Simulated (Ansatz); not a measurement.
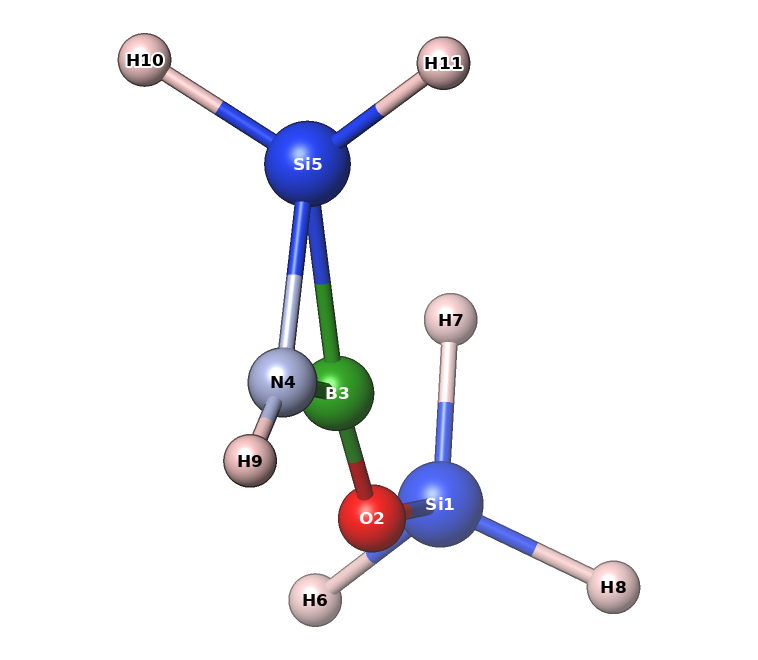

Si1 lies behind O2. The molecule seen a little off the O2–Si1 bond, O2 in front. Depth is shown by fading: the farther an atom, the more it takes the colour of the background. The computed structure is the end point of a PBE-D4/def2-SVP optimisation. No frequency run is at hand to confirm it as a minimum.

> What is the torsion angle B3–O2–Si1–H6? The sign is positive where the front bond must turn clockwise to cover the back bond.

−124°, anticlinal.
